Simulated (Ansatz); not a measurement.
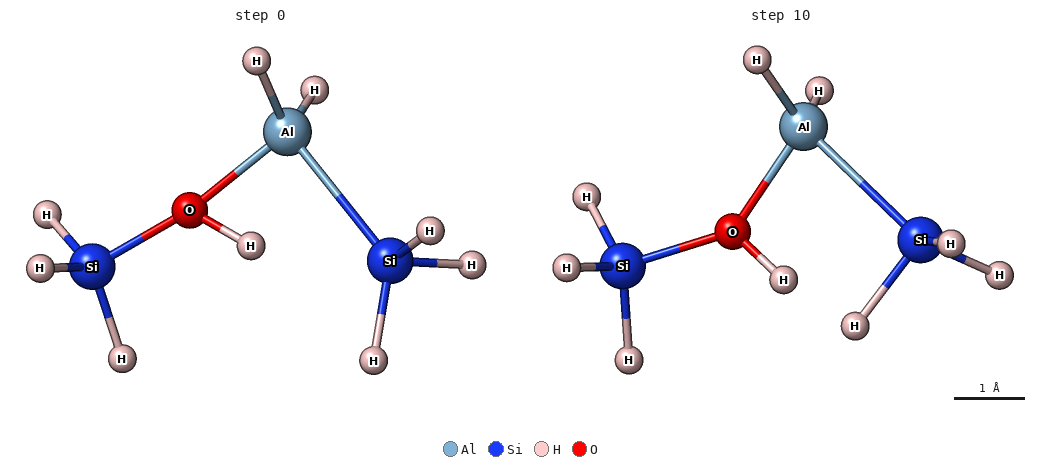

The structure of AlSi2H9O before (left) and after (right) a constrained relaxation, at one scale.

A ball-and-stick model, seen at a tilt.

The reaction that was planned forms Al1–O6, Si2–H5 and breaks Al1–Si2, H5–O6 (atoms numbered from 1 in input order).

All numbers below come from Ansatz, RKS PBE0-D4/def2-SVP. (held fixed: the distance between atoms 1 (Al) and 6 (O), the distance between atoms 2 (Si) and 5 (H), the distance between atoms 1 (Al) and 2 (Si), the distance between atoms 5 (H) and 6 (O), counting from 1; force threshold 0.04 eV/Å; at most 150 steps)

> What changed between the two?

An H atom moves most after the best rigid fit: 0.80 Å. Largest moves by element: H 0.80 Å, O 0.46 Å, Si 0.34 Å, Al 0.12 Å. Among the contacts that change: H–Si 1.485 → 1.566 Å, O–Si 1.662 → 1.711 Å, H–Si 1.455 → 1.485 Å, Al–H 1.570 → 1.597 Å. Among the angles between lasting bonds that change: Al–Si–H 132.9° → 95.8°, Al–O–H 67.2° → 97.5°, Al–O–Si 170.9° → 140.6°. Over 9 accepted moves (10 points after the start) the energy falls by 66.2 kJ/mol. Largest force component: 1.2 eV/Å at the start, 0.017 eV/Å at the end. The line search rejected the trial step at point 8 of the run. Cost: 11 s on 8 threads of Arm Neoverse V2, on a shared host.
